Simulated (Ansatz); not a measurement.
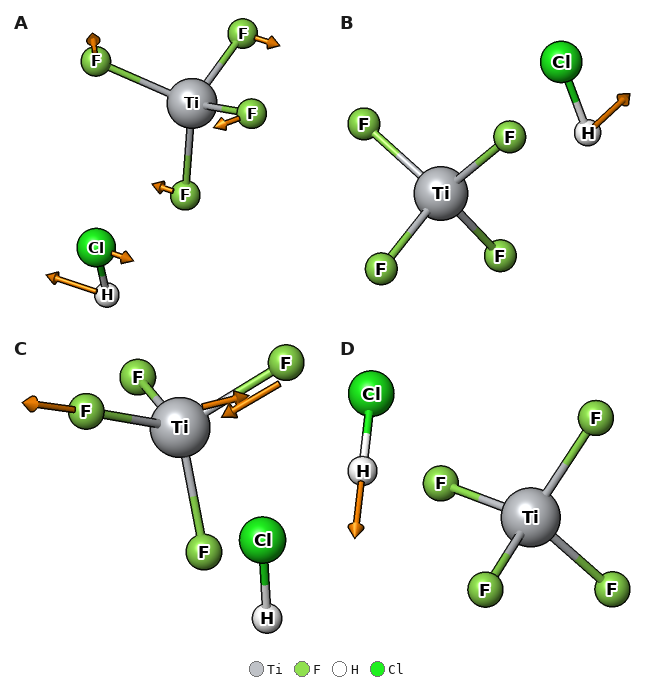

4 normal modes of one molecule or complex, as arrows. Charge 0, singlet. Harmonic vibrations computed with RKS PBE0-D4/def2-TZVP (Ansatz 0.2.0) at a stationary point of the same level.

**Match the panels to the wavenumbers 59 cm⁻¹, 262 cm⁻¹, 814 cm⁻¹, 2979 cm⁻¹.**

A: 59 cm⁻¹
B: 262 cm⁻¹
C: 814 cm⁻¹, out-of-phase stretching of 2 Ti–F bonds
D: 2979 cm⁻¹, Cl–H stretching
